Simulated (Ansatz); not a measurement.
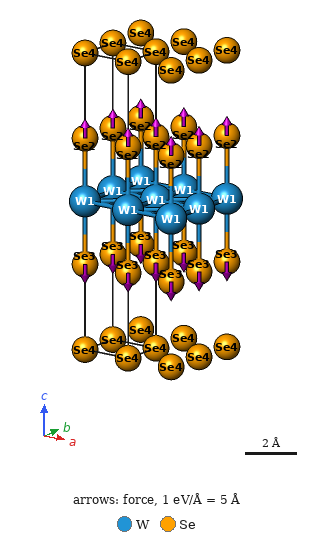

Starting geometry of crystalline WSe3 (a generated structure, set up in P6/mmm) (coarse preliminary run) with the computed forces as purple arrows. The picture is a ball-and-stick view of the cell of the calculation, repeated 2 × 2 × 1 with one cell outlined, seen slightly off an axis.

The calculation used Ansatz, DFT PBE, scalar-relativistic, plane waves, PAW.

Input file:
```yaml
crystal:
  lattice:
    - [2.8508885893, 0.0, 0.0]
    - [-1.4254442946, 2.4689419417, 0.0]
    - [0.0, 0.0, 11.9624042868]
  atoms:
    - { symbol: W, position: [0.0, 0.0, 0.5] }
    - { symbol: Se, position: [1.0, 0.0, 0.7126632206] }
    - { symbol: Se, position: [0.0, 0.0, 0.2873367794] }
    - { symbol: Se, position: [1.0, 0.0, 0.0] }
basis:
  ecutwfc: 420
kpoints:
  mp_grid: { grid: [6, 6, 2] }
hamiltonian:
  xc: pbe
scf:
  occupations: { method: gaussian, width: 0.1 }
  lower_state_search: "off"
output:
  forces: true
  stress: true
  eigenvalues: true
  populations: true
magnetization:
  spin_polarized: true
relax:
  adjacent_minimum: "off"
  f_tol: 0.04
  max_steps: 70
  cell: { stress_tol: 0.4 }
```

Run as
```bash
ansatz run input.yaml --threads 1 --pin off --max-ram 2560MiB --backend cpu --events-out ev --progress --plain --runs-dir out
```

> What follows when this structure is relaxed?

It isn't relaxed: the largest force vector, on Se atoms, is 0.16 eV/Å. Measured relative to the changing cell, the final displacements run against the starting forces (cosine between the two patterns −1.00). The largest moves relative to the cell, 0.043 Å, are those of Se2 and Se3. Se2 goes along −c. W stays in place. Cell: a = b 2.851 → 2.845 Å (−0.2 %), c 11.962 → 12.260 Å (+2.5 %). Volume +2.1 %. Some distances before and after: W1–Se2 2.544 → 2.564 Å, W1–W1 2.851 → 2.845 Å. The space group stays P6/mmm (No. 191). Over 2 accepted moves (3 points after the start) the energy falls by 2.4 meV per atom. Largest force component: 0.16 eV/Å at the start, 0.0083 eV/Å at the end. The pressure goes from 0.74 to 0.13 GPa. At 1 point the geometry stayed and the basis and grid were re-selected for the new cell (energy shift of 0.1 meV per atom at most each time). The run took 27 s on 1 thread of Arm Neoverse V2, with other jobs on the host, peak memory 0.41 GiB.
